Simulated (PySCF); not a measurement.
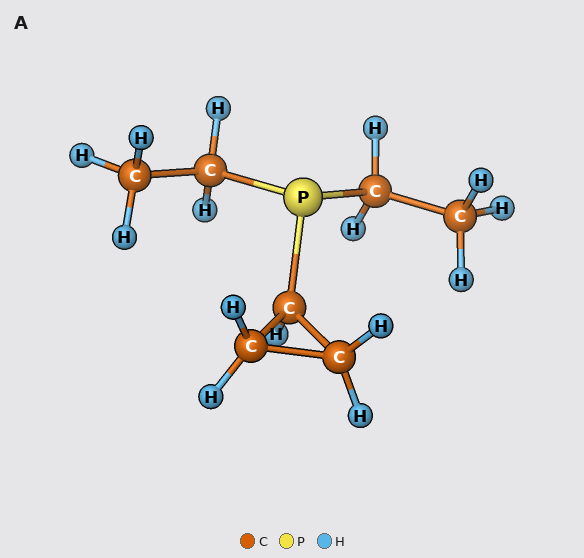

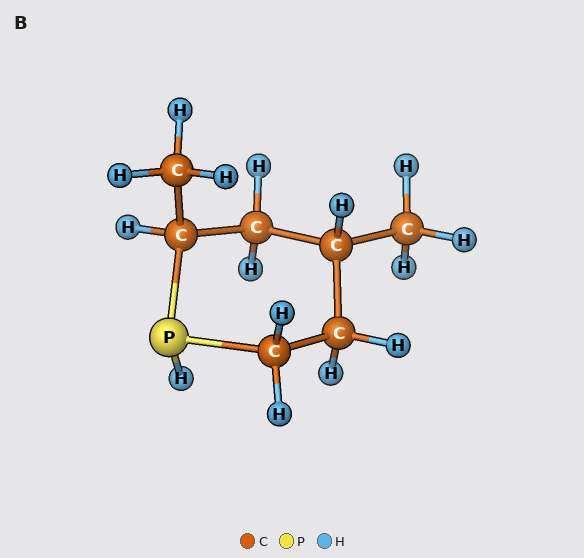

2 stationary structures of one formula. Geometries: GFN2-xTB. Electronic energies: PBE0/pcSseg-1 (PySCF 2.14.0), without zero-point energy. No frequency run is at hand to confirm each as a minimum. Each is one conformer, not always the lowest.

> Are they conformers, stereoisomers or constitutional isomers?

They are constitutional isomers of C7H15P: A `CCP(CC)C1CC1`, B `C[C@@H]1CCP[C@@H](C)C1`.

> Which is lowest in energy, and by how much?

B is lowest; A lies 22.6 kcal/mol above it.

The geometry is semi-empirical. Around P such bond lengths and angles can be off by a tenth of an ångström or more and by several degrees, and values that hang on the shape move with them.
